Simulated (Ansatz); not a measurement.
# ClGaH₃NO (built from SMILES [NH2][Ga]([OH])[Cl]): a reaction path by the nudged elastic band

What path joins these two structures, and how high does it climb? Both ends were relaxed at PBE0-D4 in triple zeta.

Computed with Ansatz 0.2.0, Gaussian basis. Level: PBE0-D4/def2-SVP.

16 further runs of the same task are left out: 16 set aside as unsound or not needed.

### 1 The system as given

The first end: 7 atoms, charge 0, spin multiplicity 1.

Atoms are counted from 1 here; the program's logs count them from 0.

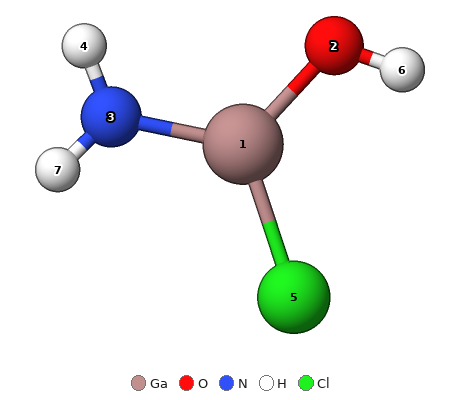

The starting geometry (gallium pink, oxygen red, nitrogen blue, hydrogen white, chlorine green); atoms are numbered from 1 in the order of the file.

As a file:

```xyz
7
charge 0, multiplicity 1
Ga   -0.2079    0.0087    0.3438
O    -0.1218   -1.7185    0.7367
N     0.4523    0.6318   -1.2061
H     1.0577    0.0722   -1.7820
Cl   -1.1961    1.3257    1.7093
H    -0.5454   -1.9374    1.5694
H     0.5612    1.6174   -1.3711
```

The second end:

```xyz
7
charge 0, multiplicity 1
Ga   -0.27015    0.81246    0.31153
O     0.27752   -1.21837    0.51680
N     0.50451    0.66391   -1.23606
H     0.62694   -1.09640   -0.40045
Cl   -1.33182    1.24042    2.09035
H    -0.38617   -1.91460    0.50599
H     0.57919    1.51259   -1.78817
```

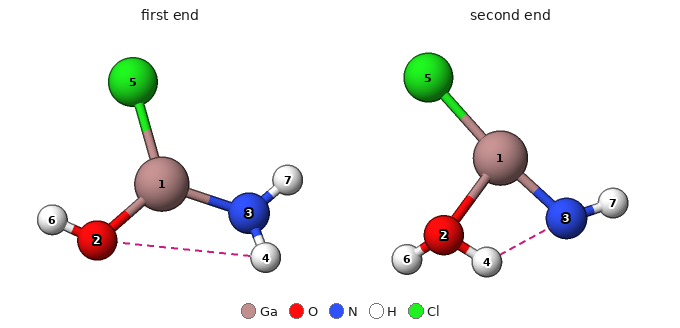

The two ends; dashed lines mark the contacts followed along the path.

### 2 The band at PBE0-D4/def2-SVP

neb/in.yaml reads:

```yaml
crystal:
  periodic: [false, false, false]
  atoms:
    - {symbol: Ga, position_ang: [-0.207901, 0.008729, 0.343818]}
    - {symbol: O, position_ang: [-0.121776, -1.718491, 0.736691]}
    - {symbol: N, position_ang: [0.452278, 0.631848, -1.206131]}
    - {symbol: H, position_ang: [1.057664, 0.072247, -1.782010]}
    - {symbol: Cl, position_ang: [-1.196053, 1.325723, 1.709343]}
    - {symbol: H, position_ang: [-0.545385, -1.937437, 1.569430]}
    - {symbol: H, position_ang: [0.561173, 1.617383, -1.371140]}
basis:
  gaussian: {orbitals: def2-SVP}
hamiltonian: {xc: pbe0, dispersion: d4}
neb:
  images: 5
  climbing: true
  max_iterations: 40
  initial_path: idpp
  final_atoms:
    - {symbol: Ga, position_ang: [-0.270150, 0.812460, 0.311528]}
    - {symbol: O, position_ang: [0.277519, -1.218369, 0.516805]}
    - {symbol: N, position_ang: [0.504506, 0.663910, -1.236060]}
    - {symbol: H, position_ang: [0.626935, -1.096399, -0.400446]}
    - {symbol: Cl, position_ang: [-1.331824, 1.240418, 2.090346]}
    - {symbol: H, position_ang: [-0.386174, -1.914604, 0.505995]}
    - {symbol: H, position_ang: [0.579188, 1.512585, -1.788170]}
```

Command:

```console
> ansatz run in.yaml --threads 4 --pin off --events-out ev --progress --plain --max-ram 9574MiB
```

The log of the run, shortened:

```text
Functional definition: PBE0
  name "PBE0"
  cite "Adamo & Barone, J. Chem. Phys. 110, 6158 (1999) doi:10.1063/1.478522"
  cite "Perdew, Burke & Ernzerhof, Phys. Rev. Lett. 77, 3865 (1996) doi:10.1103/PhysRevLett.77.3865"
  parent pbe
[...]
965 factors; integrals over basis functions are off by at most 2.3e-4 eV
[...]
mean field -68461.23913192 eV, -2515.9041334035 hartree, gradient 2.6e-5 eV, S^2 0.000000; 0 other end points of the search recorded, 0 dependent functions left out
[...]
reference -68461.23915799 eV, -2515.9041343614 hartree; 33, 33 occupied and 60, 60 virtual orbitals, 965 factors
[... from here to the last solve, the lines of the solves are left out (117 solves) ...]
WARN: NEB end point (image 0): max|allowed force component| = 3.126e-1 eV/Å (the criterion of neb.relax_end_points is 1.000e-2). That is over neb.f_tol: it is no minimum, so the barrier can be far off. Relax it first
WARN: NEB end point (image 6): max|allowed force component| = 3.641e-1 eV/Å (the criterion of neb.relax_end_points is 1.000e-2). That is over neb.f_tol: it is no minimum, so the barrier can be far off. Relax it first
NEB iter   1: max|band force component| = 4.952e0 eV/Å  barrier→ = 4.0552 eV  barrier← = 1.6286 eV  Δτ_max = 0.2000 Å  (198 SCF iters)
[...]
NEB iter   5: max|band force component| = 1.024e0 eV/Å  barrier→ = 2.4508 eV  barrier← = 0.0243 eV  Δτ_max = 0.1118 Å  (151 SCF iters)
[...]
NEB iter   9: max|band force component| = 4.264e-1 eV/Å  barrier→ = 2.4468 eV  barrier← = 0.0202 eV  CI = image 5  Δτ_max = 0.0983 Å  (142 SCF iters)
[...]
NEB iter  13: max|band force component| = 1.741e-1 eV/Å  barrier→ = 2.4465 eV  barrier← = 0.0200 eV  CI = image 5  Δτ_max = 0.0992 Å  (139 SCF iters)
[...]
NEB iter  15: max|band force component| = 6.761e-2 eV/Å  barrier→ = 2.4465 eV  barrier← = 0.0200 eV  CI = image 5  Δτ_max = 0.0325 Å  (136 SCF iters)
[...]
NEB iter  16: max|band force component| = 4.245e-2 eV/Å  barrier→ = 2.4465 eV  barrier← = 0.0200 eV  CI = image 5  Δτ_max = 0.0000 Å  (996 SCF iters)
Total energy: -68458.91573479 eV, -2515.8187501337 hartree
Atom 0 at    -0.256297     0.700503     0.505353 Å, force     0.000234     0.000348     0.000073 eV/Å
Atom 1 at     0.451584    -1.193042     0.370325 Å, force    -0.000639    -0.000011    -0.000246 eV/Å
Atom 2 at     0.194365     0.594608    -1.176644 Å, force    -0.000174    -0.000150     0.000064 eV/Å
Atom 3 at     0.534158    -0.735237    -0.636863 Å, force     0.000799     0.000036     0.000010 eV/Å
Atom 4 at    -1.005535     1.211400     2.423120 Å, force    -0.000040    -0.000031     0.000056 eV/Å
Atom 5 at    -0.164649    -1.935123     0.359823 Å, force     0.000008    -0.000090     0.000029 eV/Å
Atom 6 at     0.246375     1.356891    -1.845113 Å, force    -0.000188    -0.000102     0.000015 eV/Å
Dipole moment:    -0.183069    -0.174701    -0.008371 e Å
```

Run time: 4.9 min. Hardware: 4 threads of Intel Xeon at 2.50GHz, shared host.

The last band:

```
image  path (Å)  energy (kJ/mol)  O2–H4 (Å)  Ga1–O2 (Å)  N3–H4 (Å)
    0      0.00              0.0       3.31        1.77       1.01
    1      0.86             14.3       3.36        1.78       1.01
    2      1.73             11.1       3.65        1.77       1.01
    3      2.59             17.5       3.06        1.78       1.01
    4      3.46             73.4       2.12        1.81       1.03
    5      4.32            236.1       1.11        2.03       1.47
    6      4.84            234.1       0.99        2.11       1.95
```

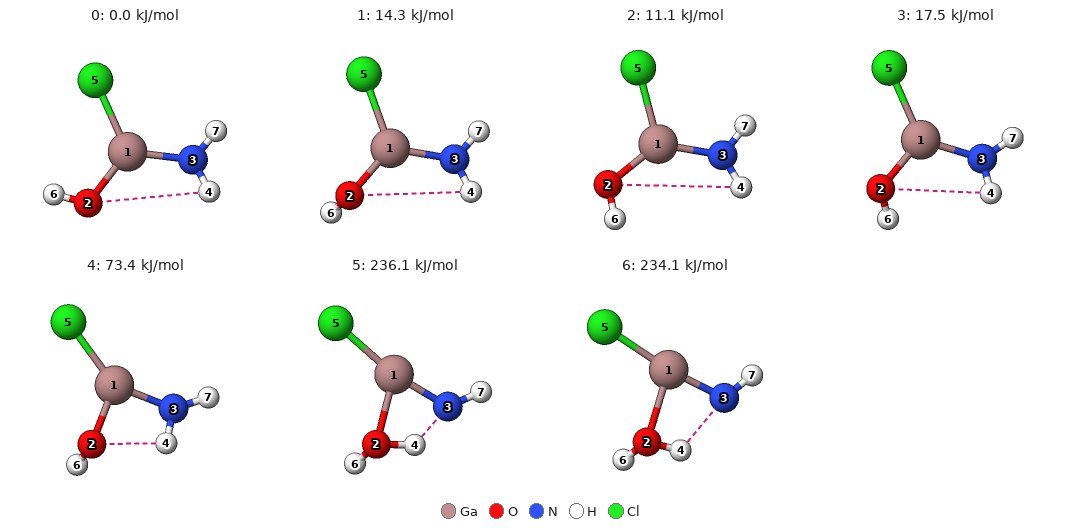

The images of the last band.

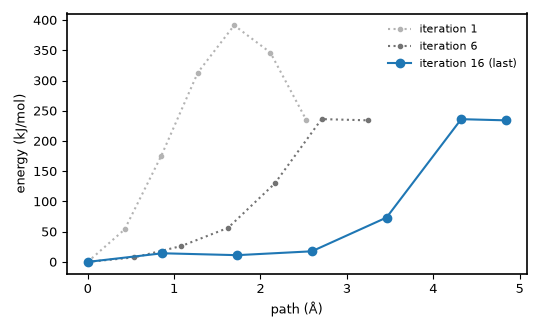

Energy along the path.

The highest image, 5:

```xyz
7

Ga   -0.25630    0.70050    0.50535
O     0.45158   -1.19304    0.37033
N     0.19437    0.59461   -1.17664
H     0.53416   -0.73524   -0.63686
Cl   -1.00554    1.21140    2.42312
H    -0.16465   -1.93512    0.35982
H     0.24638    1.35689   -1.84511
```

### 3 Results

| quantity | value |
| --- | --- |
| PBE0-D4/def2-SVP, 16 iterations | highest 236.1 kJ/mol (image 5), last end +234.1 kJ/mol |
| from earlier runs: barrier over the separately found saddle, CCSD(T)/def2-TZVPP | 249.2 kJ/mol |

What this shows: The highest image lies 236.1 kJ/mol above the first end, and it climbed, so it estimates the saddle. The ends are not quite minima at this level (largest force component 0.36 eV/Å), so the heights are unreliable: relaxing the first end would lower it and raise the barrier above it. The highest image is 13.2 kJ/mol below the CCSD(T) barrier in triple zeta, which comes from separate runs on the saddle.
